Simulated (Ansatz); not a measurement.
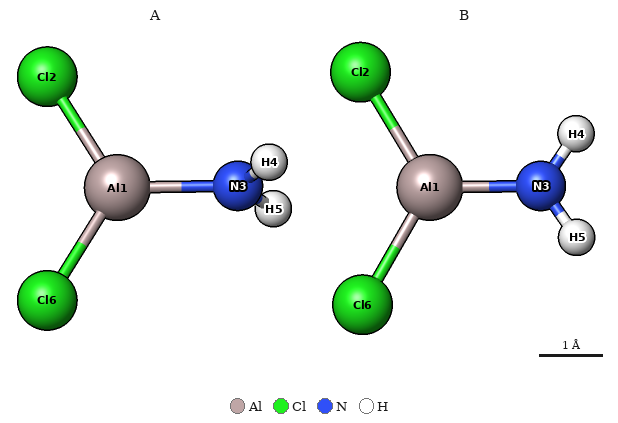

Two geometries of AlNH2Cl2, drawn at one scale. One is the start of a relaxation, the other its converged end. A ball-and-stick model, seen at a tilt.

Computed with RKS r2SCAN-D4/6-31G in Ansatz 0.2.0. Set-up: no spin polarisation; force threshold 0.02 eV/Å; at most 40 steps.

Which one is relaxed?

Structure B is the relaxed one. The run prepares the start of a later molecular dynamics calculation, from a guessed geometry. The largest moves after the best rigid fit, 1.10 Å, are those of H4 and H5. Largest moves by element: H 1.10 Å, Cl 0.41 Å, N 0.10 Å, Al 0.06 Å. Near-neighbour distances that change, for instance: Al1–N3 1.920 → 1.767 Å, Al1–Cl2 2.230 → 2.175 Å, N3–H4 1.060 → 1.012 Å. Bond angles that change, for instance: H4–N3–H5 120.0° → 112.1°, Al1–N3–H4 120.0° → 124.0°. Groups turn about Al1–N3 by about 90°. The energy falls by 17.8 kcal/mol in 8 geometry steps. The largest force component goes from 2 to 0.0062 eV/Å.

Limits of the set-up: the basis has no polarisation functions, which atoms past neon need.
